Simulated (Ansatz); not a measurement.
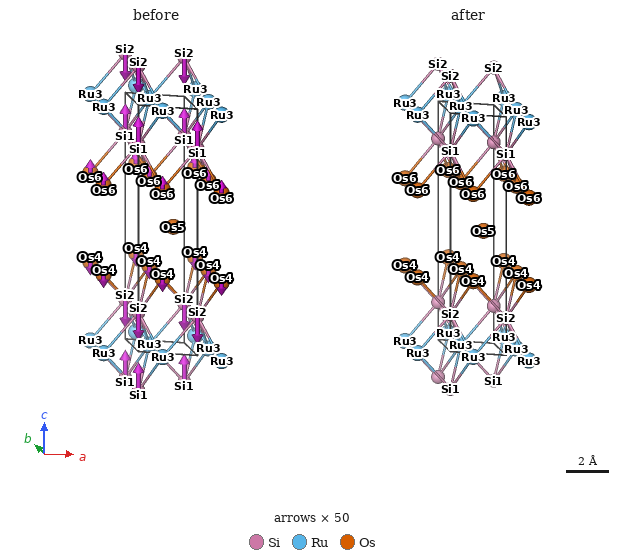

The structure of a crystal of Si$_{2}$Os$_{3}$Ru (a generated structure, set up in P-6m2) (coarse preliminary run) before (left) and after (right) a relaxation, at one scale. The purple arrows give the displacements (the part carried along by the change of the cell is left out), 50 times their true length.

Style: ball-and-stick. Shown: the cell of the calculation, slightly off an axis.

Computed with DFT PBE, scalar-relativistic, plane waves, PAW (Ansatz).

Input
```yaml
crystal:
  lattice:
    - [3.00429501, 0.0, 0.0]
    - [-1.5021475, 2.6017958, 0.0]
    - [0.0, 0.0, 12.22573189]
  atoms:
    - { symbol: Si, position: [0.0, 0.0, 0.8408849] }
    - { symbol: Si, position: [0.0, 0.0, 0.1591151] }
    - { symbol: Ru, position: [0.33333333, 0.66666667, 0.0] }
    - { symbol: Os, position: [0.33333333, 0.66666667, 0.3182302] }
    - { symbol: Os, position: [0.66666667, 0.33333333, 0.5] }
    - { symbol: Os, position: [0.33333333, 0.66666667, 0.6817698] }
basis:
  ecutwfc: 420
kpoints:
  mp_grid: { grid: [6, 6, 2] }
hamiltonian:
  xc: pbe
scf:
  occupations: { method: gaussian, width: 0.1 }
  lower_state_search: "off"
output:
  forces: true
  stress: true
  eigenvalues: true
relax:
  adjacent_minimum: "off"
  f_tol: 0.04
  max_steps: 70
  cell: { stress_tol: 0.4 }
```

Launched with:
```bash
ansatz run input.yaml --threads 1 --pin off --max-ram 2560MiB --backend cpu --events-out ev --progress --plain --runs-dir out
```

Describe what moved and what it gained.

The largest moves relative to the cell, 0.028 Å, are those of Si1 and Si2. Si1 goes along +c. By element the largest moves are Si 0.028 Å, Os 0.013 Å. Ru stays in place. The volume changes by −13.7 %, with a = b 3.004 → 2.836 Å (−5.6 %), c 12.226 → 11.831 Å (−3.2 %). Among the contacts that change: Os4–Os4 3.004 → 2.836 Å, Ru3–Ru3 3.004 → 2.836 Å, Si1–Ru3 2.606 → 2.474 Å, Os4–Os5 2.819 → 2.714 Å. The space group stays P-6m2 (No. 187). The energy falls by 235 meV per atom in 4 accepted moves (5 points after the start). Largest force component: 0.14 eV/Å at the start, 0.0076 eV/Å at the end. The pressure goes from −29.83 to 0.13 GPa. At 1 point the geometry stayed and the basis and grid were re-selected for the new cell (energy shift of 0.9 meV per atom at most each time).
